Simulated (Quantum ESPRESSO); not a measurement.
Convergence series on Y2CuGe6 (Amm2, 9 atoms in the cell)

```cif
data_Cu2Ge12Y4
_chemical_formula_sum 'Y4 Cu2 Ge12'
_space_group_name_H-M_alt 'Amm2'
_space_group_IT_number 38
_space_group_name_Hall 'A 2 -2'
_cell_length_a 4.09046
_cell_length_b 4.07298
_cell_length_c 21.36280
_cell_angle_alpha 90.000
_cell_angle_beta 90.000
_cell_angle_gamma 90.000
loop_
_space_group_symop_operation_xyz
  'x, y, z'
  '-x, -y, z'
  '-x, y, z'
  'x, -y, z'
  'x, y+1/2, z+1/2'
  '-x, -y+1/2, z+1/2'
  '-x, y+1/2, z+1/2'
  'x, -y+1/2, z+1/2'
loop_
_atom_site_label
_atom_site_type_symbol
_atom_site_symmetry_multiplicity
_atom_site_Wyckoff_symbol
_atom_site_fract_x
_atom_site_fract_y
_atom_site_fract_z
_atom_site_occupancy
Y1 Y 2 a 0.00000 0.00000 0.99715 1
Y2 Y 2 a 0.00000 0.00000 0.33113 1
Cu1 Cu 2 b 0.50000 0.50000 0.27670 1
Ge1 Ge 2 a 0.00000 0.00000 0.71643 1
Ge2 Ge 2 a 0.00000 0.00000 0.60054 1
Ge3 Ge 2 b 0.50000 0.50000 0.95585 1
Ge4 Ge 2 b 0.50000 0.50000 0.38540 1
Ge5 Ge 2 b 0.50000 0.50000 0.59979 1
Ge6 Ge 2 b 0.50000 0.50000 0.71602 1
```
(The calculation used a cell of 9 atoms; values per cell refer to that cell.)

Method: LDA (PZ), PSlibrary PAW (LDA) pseudopotentials (plane waves; Quantum ESPRESSO).

The starting cell comes from a database of computed structures (which also holds hypothetical and non-ambient phases and stackings), without a prior relaxation at this level. Spin polarisation is off. In the base run, with a pressure of about -6 GPa the cell is away from its equilibrium volume at this level.

Held fixed: occupations = smearing; smearing = fd; degauss = 0.0073499 Ry; K_POINTS = automatic 7 7 7 0 0 0; conv_thr = 1e-10 Ry; mixing_beta = 0.7. Moved along with it: ecutrho.

ΔF is the free energy per atom less that of the last row (55 Ry).

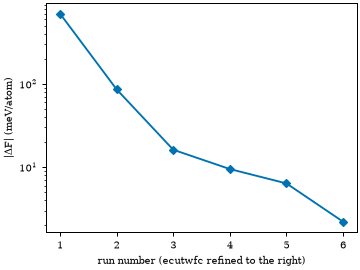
Fig. 1. Size of the energy error against the last run of the series; values under 0.01 meV/atom are drawn at 0.01.

```tsv
ecutwfc	ΔF (meV/atom)	pressure (GPa)	largest force (eV/Å)	plane waves
22 Ry	701.4	-32.36	0.175	2108
28 Ry	86.2	-10.28	0.228	3046
33 Ry	16.2	-6.10	0.218	3864
38 Ry	9.5	-5.50	0.219	4778
44 Ry	6.4	-5.60	0.220	5949
50 Ry	2.2	-5.59	0.219	7216
55 Ry	0.00	-5.52	0.218	8303
```

Largest force within 0.005 eV/Å of the last row: from ecutwfc = 33 Ry on; the one before it is off by 0.0093 eV/Å. The value it settles on is 0.218 eV/Å at this level of theory and with the other settings as held.
